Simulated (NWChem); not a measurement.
# CH3F3NPSn: a chain of runs

We compute a single-point energy (singlet CH3F3NPSn, TPSS-D3(BJ)/3-21G), then the energy (singlet CH3NSn, TPSS-D3(BJ)/3-21G), then a single-point energy (singlet F3P, TPSS-D3(BJ)/3-21G), then a single-point energy (singlet CH3NSn, TPSS-D3(BJ)/3-21G), then a single-point energy (singlet F3P, TPSS-D3(BJ)/3-21G) of CH3F3NPSn and its partners. 

The results are computed with NWChem 7.3.0.

## (1) The system as given

CH3F3NPSn: 10 atoms, total charge 0, spin state singlet.

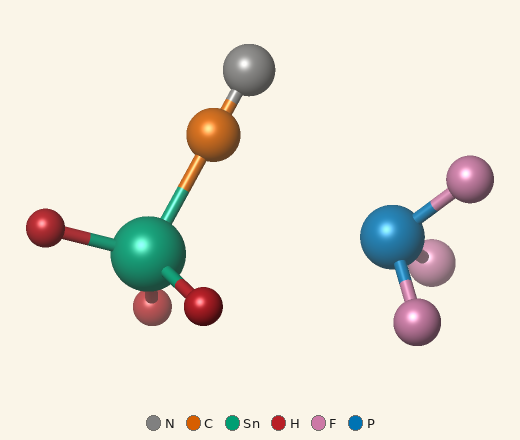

Viewed from a chosen angle; nitrogen grey, carbon orange, tin teal, hydrogen red, fluorine pink, phosphorus blue.

## (2) A single-point energy at TPSS-D3(BJ)/3-21G (pair key fa757d10a9, separation 0.9) (run 1)

ch3f3npsn.nw reads:

```
start ch3f3npsn
memory stack 880 mb heap 220 mb global 1100 mb

geometry units au noautosym nocenter noautoz
   N   3.87390076 -1.72724747  2.49145272
   C   2.15916328 -0.95888483  1.39125417
   Sn -0.98439613  0.43894558 -0.63320943
   H  -0.28727617  3.47857006 -1.36755700
   H  -1.26747711 -1.42300157 -3.22496881
   H  -3.49395243  0.19158043  1.34306615
   F  -0.79009449 -8.34969819  1.26173234
   P  -1.02362685 -5.84902361  2.84664564
   F  -0.14717187 -6.95884086  5.45832273
   F  -3.95069923 -5.96809525  3.33451623
end

basis "ao basis" spherical bse
   * library 3-21G
end

dft
   xc xtpss03 ctpss03
   disp vdw 4
   grid fine
   convergence energy 1e-08
   iterations 100
   mulliken
   print low
end

task dft energy
```

Started as:

```bash
$ nwchem ch3f3npsn.nw > ch3f3npsn.out
```

The log of the run:

```text
Northwest Computational Chemistry Package (NWChem) 7.3.0
             --------------------------------------------------------

           Job information
           ---------------

    nwchem branch   = 7.3.0
    use scalapack   = T
    input           = ch3f3npsn.nw
    prefix          = ch3f3npsn.
    data base       = ./ch3f3npsn.db
    status          = startup
    nproc           =        1

           Memory information
           ------------------

    heap     =     28835840 doubles =      220.0 Mbytes
    stack    =    115343357 doubles =      880.0 Mbytes
    global   =    144179200 doubles =     1100.0 Mbytes (distinct from heap & stack)
    total    =    288358397 doubles =     2200.0 Mbytes
    verify   = yes
    hardfail = no

           Directory information
           ---------------------

  0 permanent = .
  0 scratch   = .

                                NWChem Input Module
                                -------------------

                             Geometry "geometry" -> ""
                             -------------------------

[... 22 lines left out ...]
            Nuclear Dipole moment (a.u.)
[... 92 lines left out ...]
   convergence    iter        energy       DeltaE   RMS-Dens  Diis-err    time
[... 15 lines left out ...]
         Total DFT energy =    -6730.200038918711
      One electron energy =   -10764.374564543503
           Coulomb energy =     3521.533901391311
    Exchange-Corr. energy =     -228.964228277651
 Nuclear repulsion energy =      741.616207453448
[... 1 line left out ...]
    Dispersion correction =       -0.011354942315

 Numeric. integr. density =      108.000028595190

     Total iterative time =     31.1s

     ---------------------------------------------
      Total Density - Mulliken Population Analysis
     ---------------------------------------------

    Atom       Charge   Shell Charges
 -----------   ------   -------------------------------------------------------
    1 N    7     7.41   1.99  0.43  1.71  1.56  1.72
    2 C    6     6.07   1.99  0.43  1.60  0.82  1.24
    3 Sn  50    49.13   2.00  2.00  6.00  2.00  5.99  2.00  5.95  0.89  1.61  0.32  0.42 10.00  9.97
[... 6 lines of this table left out ...]
   10 F    9     9.37   1.98  0.45  2.48  1.55  2.91

     -------------------------------------------
      Total Density - Lowdin Population Analysis
     -------------------------------------------

    Atom       Charge   Shell Charges
 -----------   ------   -------------------------------------------------------
    1 N    7     7.02   1.98  0.57  1.64  0.93  1.89
    2 C    6     6.31   1.98  0.48  1.53  0.69  1.63
    3 Sn  50    49.44   2.00  2.00  6.00  1.98  5.97  1.97  5.75  0.70  1.60  0.49  1.02 10.00  9.96
[... 6 lines of this table left out ...]
   10 F    9     9.27   1.98  0.62  2.48  1.24  2.94

 Task  times  cpu:       31.7s     wall:       31.7s
 Total times  cpu:       31.7s     wall:       31.7s
```

It took 32 s on 1 thread of Intel Xeon Platinum 8259CL at 2.50GHz (Skylake/Cascade Lake), shared host; peak memory 0.13 GiB.

## (3) CH3NSn: the energy at TPSS-D3(BJ)/3-21G (pair key fa757d10a9, separation 0.9) (run 2)

input.nw reads:

```
echo
start input
title "CH3NSn"
memory stack 880 mb heap 220 mb global 1100 mb

geometry noautosym nocenter noautoz
  N      2.049980    -0.914020     1.318420
  C      1.142580    -0.507420     0.736220
  Sn    -0.520920     0.232280    -0.335080
  H     -0.152020     1.840780    -0.723680
  H     -0.670720    -0.753020    -1.706580
  H     -1.848920     0.101380     0.710720
end

basis spherical bse
  N library 3-21G
  C library 3-21G
  Sn library 3-21G
  H library 3-21G
end

dft
  xc xtpss03 ctpss03
  disp vdw 4
  grid fine
  convergence energy 1e-08
  iterations 100
  mulliken
  print low
end

task dft
```

Started as:

```bash
$ nwchem input.nw > input.out
```

The log of the run (excerpt; [...] marks lines left out):

```text
[...]
         Total DFT energy =    -6092.616676358939
      One electron energy =    -8806.926912279358
           Coulomb energy =     2684.147240794395
    Exchange-Corr. energy =     -174.238584759235
 Nuclear repulsion energy =      204.406475245143
[... 1 line left out ...]
    Dispersion correction =       -0.004895359884
[...]
      Total Density - Mulliken Population Analysis
     ---------------------------------------------
    Atom       Charge   Shell Charges
 -----------   ------   -------------------------------------------------------
    1 N    7     7.40   1.99  0.43  1.70  1.55  1.72
    2 C    6     6.07   1.99  0.43  1.60  0.81  1.24
    3 Sn  50    49.12   2.00  2.00  6.00  2.00  5.99  2.00  5.95  0.89  1.60  0.31  0.42 10.00  9.97
    4 H    1     1.14   0.41  0.73
    5 H    1     1.14   0.41  0.73
    6 H    1     1.14   0.41  0.73
[...]
```

Run time: 12 s. Hardware: 1 thread of Intel Xeon Platinum 8259CL at 2.50GHz (Skylake/Cascade Lake), shared host; peak memory 0.12 GiB.

## (4) F3P: a single-point energy at TPSS-D3(BJ)/3-21G (pair key fa757d10a9, separation 0.9) (run 3)

sp.nw reads:

```
start sp
memory stack 880 mb heap 220 mb global 1100 mb
geometry units au noautosym nocenter noautoz
   F     -0.79009449    -8.34969819     1.26173234
   P     -1.02362685    -5.84902361     2.84664564
   F     -0.14717187    -6.95884086     5.45832273
   F     -3.95069923    -5.96809525     3.33451623
end
basis spherical bse
   * library 3-21G
end
dft
   xc xtpss03 ctpss03
   disp vdw 4
   grid fine
   convergence energy 1e-08
   maxiter 100
   mulliken
   print low
end
task dft energy
```

Started as:

```bash
$ nwchem sp.nw > sp.out
```

The log of the run:

```text
Northwest Computational Chemistry Package (NWChem) 7.3.0
             --------------------------------------------------------

           Job information
           ---------------

    nwchem branch   = 7.3.0
    use scalapack   = T
    input           = sp.nw
    prefix          = sp.
    data base       = ./sp.db
    status          = startup
    nproc           =        1

           Memory information
           ------------------

    heap     =     28835838 doubles =      220.0 Mbytes
    stack    =    115343355 doubles =      880.0 Mbytes
    global   =    144179200 doubles =     1100.0 Mbytes (distinct from heap & stack)
    total    =    288358393 doubles =     2200.0 Mbytes
    verify   = yes
    hardfail = no

           Directory information
           ---------------------

  0 permanent = .
  0 scratch   = .

                                NWChem Input Module
                                -------------------

                             Geometry "geometry" -> ""
                             -------------------------

[... 17 lines left out ...]
            Nuclear Dipole moment (a.u.)
[... 77 lines left out ...]
   convergence    iter        energy       DeltaE   RMS-Dens  Diis-err    time
[... 7 lines left out ...]
         Total DFT energy =     -637.577785646843
      One electron energy =    -1264.994889463271
           Coulomb energy =      491.381588516989
    Exchange-Corr. energy =      -54.724183302239
 Nuclear repulsion energy =      190.761883749333

    Dispersion correction =       -0.002185147655

 Numeric. integr. density =       41.999999932871

     Total iterative time =      3.1s

     ---------------------------------------------
      Total Density - Mulliken Population Analysis
     ---------------------------------------------

    Atom       Charge   Shell Charges
 -----------   ------   -------------------------------------------------------
    1 F    9     9.37   1.98  0.45  2.48  1.55  2.91
    2 P   15    13.88   2.00  1.96  5.85  0.99  1.66  0.76  0.66
    3 F    9     9.37   1.98  0.45  2.48  1.55  2.91
    4 F    9     9.37   1.98  0.45  2.48  1.55  2.91

     -------------------------------------------
      Total Density - Lowdin Population Analysis
     -------------------------------------------

    Atom       Charge   Shell Charges
 -----------   ------   -------------------------------------------------------
    1 F    9     9.27   1.98  0.62  2.48  1.24  2.94
    2 P   15    14.19   2.00  1.96  5.77  0.88  1.65  0.85  1.10
    3 F    9     9.27   1.98  0.62  2.48  1.24  2.94
    4 F    9     9.27   1.98  0.62  2.48  1.24  2.94

 Task  times  cpu:        3.2s     wall:        3.2s
 Total times  cpu:        3.3s     wall:        3.3s
```

Run time: 3.9 s. Hardware: 1 thread of Intel Xeon Platinum 8259CL at 2.50GHz (Skylake/Cascade Lake), shared host; peak memory 0.12 GiB.

## (5) CH3NSn among ghost functions: the energy at TPSS-D3(BJ)/3-21G (pair key fa757d10a9, separation 0.9, with ghost functions) (run 4)

a.nw reads:

```
start a
title "CH3NSn"
memory total 2200 mb
charge 0

geometry noautosym nocenter noautoz
 N      2.049980    -0.914020     1.318420
 C      1.142580    -0.507420     0.736220
 Sn    -0.520920     0.232280    -0.335080
 H     -0.152020     1.840780    -0.723680
 H     -0.670720    -0.753020    -1.706580
 H     -1.848920     0.101380     0.710720
 bqF     -0.418100    -4.418470     0.667680
 bqP     -0.541680    -3.095170     1.506380
 bqF     -0.077880    -3.682460     2.888420
 bqF     -2.090620    -3.158180     1.764550
end

basis spherical bse
 N library 3-21G
 C library 3-21G
 Sn library 3-21G
 H library 3-21G
 bqF library F 3-21G
 bqP library P 3-21G
end

dft
 xc xtpss03 ctpss03
 disp vdw 4
 grid fine
 convergence energy 1e-08
 maxiter 100
 mulliken
 noprint "final vectors analysis"
end

task dft energy
```

Started as:

```bash
$ nwchem a.nw > a.out
```

The log of the run:

```text
Northwest Computational Chemistry Package (NWChem) 7.3.0
             --------------------------------------------------------

           Job information
           ---------------

    nwchem branch   = 7.3.0
    use scalapack   = T
    input           = a.nw
    prefix          = a.
    data base       = ./a.db
    status          = startup
    nproc           =        1

           Memory information
           ------------------

    heap     =     72089600 doubles =      550.0 Mbytes
    stack    =     72089597 doubles =      550.0 Mbytes
    global   =    144179200 doubles =     1100.0 Mbytes (distinct from heap & stack)
    total    =    288358397 doubles =     2200.0 Mbytes
    verify   = yes
    hardfail = no

           Directory information
           ---------------------

  0 permanent = .
  0 scratch   = .

                                NWChem Input Module
                                -------------------

                                      CH3NSn
                                      ------

[... 26 lines left out ...]
            Nuclear Dipole moment (a.u.)
[... 92 lines left out ...]
  convergence criterion.
[... 16 lines left out ...]
          Convergence on density requested:  1.00D-05
[... 22 lines left out ...]
          Spatial weights used:  Erf1
[... 3 lines left out ...]
          Convergence aids based upon iterative change in
[... 104 lines left out ...]
         Total DFT energy =    -6092.618686800012
[... 1 line left out ...]
           Coulomb energy =     2684.075376392574
[... 1 line left out ...]
 Nuclear repulsion energy =      204.406475245143
[... 23 lines left out ...]
    Atom       Charge   Shell Charges
 -----------   ------   -------------------------------------------------------
    1 N    7     7.01   1.98  0.57  1.64  0.93  1.88
    2 C    6     6.30   1.98  0.48  1.53  0.69  1.62
    3 Sn  50    49.40   2.00  2.00  6.00  1.98  5.97  1.97  5.75  0.70  1.60  0.48  0.99 10.00  9.96
[... 6 lines of this table left out ...]
   10 X    0     0.00   0.00  0.00  0.00  0.00  0.00

 center of mass
 --------------
 x =  -0.27900554 y =   0.12471263 z =  -0.17932809

 moments of inertia (a.u.)
 ------------------
         254.395867020415         164.238272296796        -237.126330624639
         164.238272296796         549.789987009707         105.662983808015
        -237.126330624639         105.662983808015         470.422627557365

     Multipole analysis of the density
     ---------------------------------

     L   x y z        total         alpha         beta         nuclear
     -   - - -        -----         -----         ----         -------
     0   0 0 0     -0.000000    -33.000000    -33.000000     66.000000

     1   1 0 0     -1.130334      6.532946      6.532946    -14.196226
[... 8 lines of this table left out ...]
     2   0 0 2    -30.815722    -60.001383    -60.001383     89.187044

 Task  times  cpu:       27.4s     wall:       27.4s
 Total times  cpu:       27.5s     wall:       27.5s
```

Wall time 28 s (1 thread of Intel Xeon Platinum 8259CL at 2.50GHz (Skylake/Cascade Lake), shared host); peak memory 0.13 GiB.

## (6) F3P among ghost functions: a single-point energy at TPSS-D3(BJ)/3-21G (pair key fa757d10a9, separation 0.9, with ghost functions) (run 5)

mymol.nw reads:

```
echo
start mymol
title "F3P TPSS"
memory 2200 mb
charge 0
geometry units atomic noautosym nocenter noautoz
F  -0.79009449 -8.34969819  1.26173234
P  -1.02362685 -5.84902361  2.84664564
F  -0.14717187 -6.95884086  5.45832273
F  -3.95069923 -5.96809525  3.33451623
bqN      3.873901    -1.727247     2.491453
bqC      2.159163    -0.958885     1.391254
bqSn    -0.984396     0.438946    -0.633209
bqH     -0.287276     3.478570    -1.367557
bqH     -1.267477    -1.423002    -3.224969
bqH     -3.493952     0.191580     1.343066
end
basis "ao basis" spherical bse
F library 3-21G
P library 3-21G
bqN library N 3-21G
bqC library C 3-21G
bqSn library Sn 3-21G
bqH library H 3-21G
end
dft
xc xtpss03 ctpss03
disp vdw 4
grid fine
convergence energy 1e-08
maxiter 100
mulliken
noprint "final vectors analysis"
end
task dft energy
```

Started as:

```bash
$ nwchem mymol.nw > mymol.out
```

The log of the run:

```text
============================== echo of input deck ==============================
echo
start mymol
title "F3P TPSS"
memory 2200 mb
charge 0
geometry units atomic noautosym nocenter noautoz
F  -0.79009449 -8.34969819  1.26173234
P  -1.02362685 -5.84902361  2.84664564
F  -0.14717187 -6.95884086  5.45832273
[... 6 lines of this table left out ...]
bqH     -3.493952     0.191580     1.343066
end
basis "ao basis" spherical bse
F library 3-21G
P library 3-21G
bqN library N 3-21G
bqC library C 3-21G
bqSn library Sn 3-21G
bqH library H 3-21G
end
dft
xc xtpss03 ctpss03
disp vdw 4
grid fine
convergence energy 1e-08
maxiter 100
mulliken
noprint "final vectors analysis"
end
task dft energy
================================================================================

             Northwest Computational Chemistry Package (NWChem) 7.3.0
             --------------------------------------------------------

           Job information
           ---------------

    nwchem branch   = 7.3.0
[... 15 lines left out ...]
    hardfail = no
[... 34 lines left out ...]
            Nuclear Dipole moment (a.u.)
[... 144 lines left out ...]
  convergence criterion.
[... 16 lines left out ...]
          Convergence on density requested:  1.00D-05
[... 22 lines left out ...]
          Spatial weights used:  Erf1
[... 3 lines left out ...]
          Convergence aids based upon iterative change in
[... 78 lines left out ...]
         Total DFT energy =     -637.583514447431
[... 1 line left out ...]
           Coulomb energy =      491.242128872102
[... 1 line left out ...]
 Nuclear repulsion energy =      190.761883749333
[... 19 lines left out ...]
     -------------------------------------------
      Total Density - Lowdin Population Analysis
     -------------------------------------------

    Atom       Charge   Shell Charges
 -----------   ------   -------------------------------------------------------
    1 F    9     9.26   1.98  0.62  2.48  1.24  2.94
    2 P   15    14.14   2.00  1.96  5.77  0.88  1.65  0.82  1.07
    3 F    9     9.26   1.98  0.62  2.48  1.24  2.94
[... 6 lines of this table left out ...]
   10 X    0     0.00   0.00  0.00

 center of mass
 --------------
 x =  -1.41605741 y =  -6.65448657 z =   3.17375681

 moments of inertia (a.u.)
 ------------------
         257.819531095068          50.759101963151         -20.617921277641
          50.759101963151         337.273940251659         -42.304847733301
         -20.617921277641         -42.304847733301         250.258404164531

     Multipole analysis of the density
     ---------------------------------

     L   x y z        total         alpha         beta         nuclear
     -   - - -        -----         -----         ----         -------
     0   0 0 0     -0.000000    -21.000000    -21.000000     42.000000

     1   1 0 0      0.178479     29.762286     29.762286    -59.346093
[... 8 lines of this table left out ...]
     2   0 0 2    -21.576704   -262.832930   -262.832930    504.089157

 Task  times  cpu:       19.9s     wall:       19.9s
 Total times  cpu:       19.9s     wall:       19.9s
```

Run time: 21 s. Hardware: 1 thread of Intel Xeon Platinum 8259CL at 2.50GHz (Skylake/Cascade Lake), shared host; peak memory 0.13 GiB.

## (7) Summary of results

| quantity | value |
| --- | --- |
| run 1, TPSS-D3(BJ)/3-21G: total energy | -6730.20004 Eh |
| run 1, TPSS-D3(BJ)/3-21G: dispersion energy | -29.81 kJ/mol |
| CH3NSn: total energy | -6092.61668 Eh |
| CH3NSn: dispersion energy | -12.85 kJ/mol |
| F3P: total energy | -637.57779 Eh |
| F3P: dispersion energy | -5.74 kJ/mol |
| CH3NSn among ghost functions: total energy | -6092.61869 Eh |
| CH3NSn among ghost functions: dipole moment | 3.72 D |
| CH3NSn among ghost functions: dispersion energy | -12.85 kJ/mol |
| F3P among ghost functions: total energy | -637.58351 Eh |
| F3P among ghost functions: dipole moment | 1.04 D |
| F3P among ghost functions: dispersion energy | -5.74 kJ/mol |
| interaction energy of the rigid parts CH3NSn and F3P (parts in their own basis) | -0.152 eV |
| interaction energy of the rigid parts CH3NSn and F3P (parts in the whole basis, counterpoise) | 0.059 eV |

What this shows: The interaction energy of the rigid parts CH3NSn and F3P (parts in their own basis) is −0.15 eV (−3.5 kcal/mol): the parts attract. The interaction energy of the rigid parts CH3NSn and F3P (parts in the whole basis, counterpoise) is 0.06 eV (5.7 kJ/mol): the parts repel at this shape. The basis-set superposition error is 20.3 kJ/mol. It is larger than the uncorrected attraction, which is thus an artefact of the basis. Relativity is left out although the molecule holds a heavy atom. Mulliken charges (F3P) run from -0.37 on F1 to +1.12 on P2; they depend strongly on the basis.
